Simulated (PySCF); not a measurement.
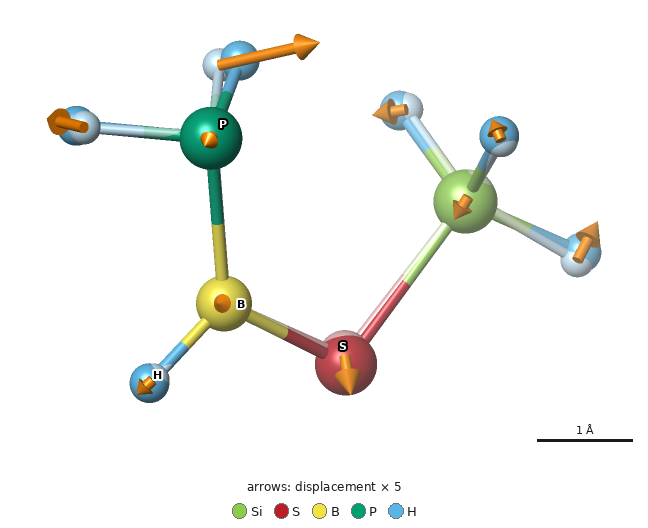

A relaxation of BSiPH6S. The starting structure is drawn faded, the final one solid; orange arrows show the displacements, 5 times their true length. The two geometries are superimposed by the best rigid fit.

Style: ball-and-stick. Shown at a tilt.

The start comes from GFN2-xTB. Its atoms were then displaced at random by about 0.01 Å.

Computed with PySCF 2.14.0, density-fitted response routines, PBE0-D3(BJ)/def2-SVP geometry optimisation, gas phase. 

Which element moves most?

Answer. Hydrogen: up to 0.24 Å, against 0.09 Å for sulfur.

What happened in the run?

Answer. The largest move after the best rigid fit is that of an H atom, 0.24 Å. By element the largest moves are H 0.24 Å, S 0.09 Å, Si 0.06 Å, P 0.04 Å, B 0.04 Å. Among the contacts that change: H–P 1.359 → 1.422 Å, H–Si 1.437 → 1.492 Å, B–S 1.745 → 1.790 Å, B–P 1.920 → 1.899 Å. Bond angles that change, for instance: S–Si–H 100.8° → 106.0°, S–B–H 117.5° → 113.7°, H–Si–H 113.0° → 109.6°. Over 5 geometry steps the energy falls by 16.8 kJ/mol. Cost: 20 s on 1 thread of Arm Neoverse V1, on a shared host.
